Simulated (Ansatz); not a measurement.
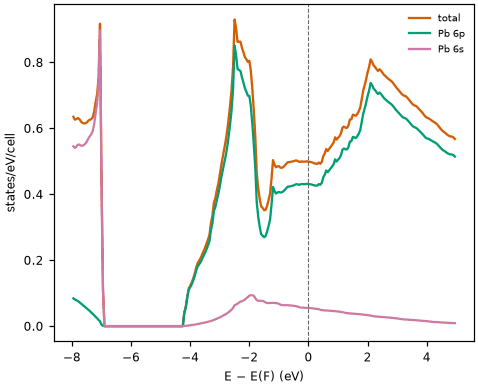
Fig. 1. Total and projected density of states of Pb (fcc (Cu type), Fm-3m), plane-wave PAW r²SCAN (Ansatz code)

Which orbitals carry the states next to the Fermi level?

Within 0.5 eV of the Fermi level: Pb 6p 86 %, Pb 6s 11 %. Projections are on Löwdin-orthogonalised atomic valence shells; empty p or d shells of many metals are not among them.

Where is the tallest occupied peak in this window, and what makes it?

Near -2.5 eV, about 0.93 states/eV per cell; the largest projected share is Pb 6p.

Symmetry was held in the r²SCAN relaxation. Scalar-relativistic: spin–orbit coupling is off unless named, which matters more the heavier the elements.

Potentials: the later of the program's two PAW sets.
